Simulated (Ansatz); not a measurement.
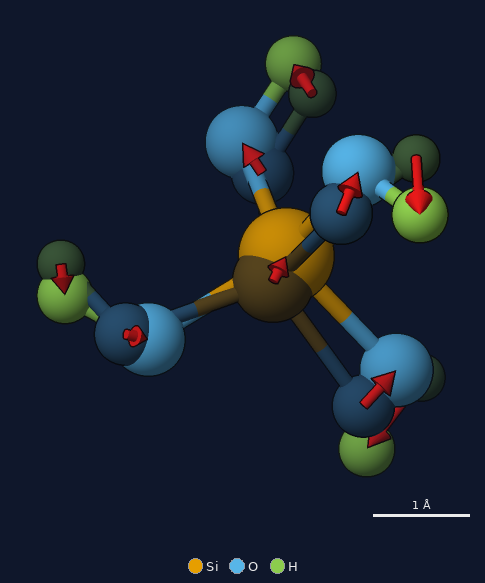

A relaxation of SiH4O4. The starting structure is drawn faded, the final one solid; red arrows show the displacements, at their true length. The two geometries are superimposed by the best rigid fit.

The picture is a ball-and-stick view, seen at a tilt.

The run prepares the start of a later molecular dynamics calculation, from a guessed geometry.

The calculation used RKS BLYP-D4/6-31G in Ansatz.

The input:
```yaml
crystal:
  periodic: [false, false, false]
  atoms:
    - { symbol: Si, position_ang: [0.0, 0.0, 0.0] }
    - { symbol: O, position_ang: [0.0, 0.0, 1.68] }
    - { symbol: H, position_ang: [-0.9095, -0.2814, 2.0171] }
    - { symbol: O, position_ang: [1.5842, 0.0, -0.5594] }
    - { symbol: H, position_ang: [1.9006, -0.9521, -0.6761] }
    - { symbol: O, position_ang: [-0.7913, 1.3709, -0.5594] }
    - { symbol: H, position_ang: [-1.7491, 1.1401, -0.7818] }
    - { symbol: O, position_ang: [-0.7913, -1.3709, -0.5594] }
    - { symbol: H, position_ang: [-1.2459, -1.8365, 0.2129] }
basis:
  gaussian: { orbitals: "6-31G" }
hamiltonian:
  xc: blyp
  dispersion: d4
relax:
  f_tol: 0.02
  max_steps: 40
```

Command:
```bash
ansatz run input.yaml --threads 1 --pin off --max-ram 2048MiB --backend cpu --events-out ev --progress --plain --runs-dir out
```

**What did the optimiser do to the structure, and how much energy did it gain?**

The atom that moves furthest after the best rigid fit is H7 (0.97 Å). Largest moves by element: H 0.97 Å, O 0.51 Å, Si 0.32 Å. Among the contacts that change: Si1–O2 1.680 → 1.716 Å, O2–H3 1.010 → 0.983 Å. Among the angles between lasting bonds that change: Si1–O4–H5 109.5° → 119.5°, Si1–O6–H7 109.5° → 119.4°, O2–Si1–O4 109.4° → 118.4°. Groups turn about Si1–O2 by about 110°, Si1–O6 by about 110°, Si1–O8 by about 25°. After 8 geometry steps the energy has fallen by 0.871 eV. The largest force component goes from 1.9 to 0.008 eV/Å. The run took 12 s on 1 thread of Intel(R) Xeon(R) 6975P-C (Granite Rapids) (shared host), peak memory 0.13 GiB.

Limits of the set-up: the basis has no polarisation functions, which atoms past neon need.
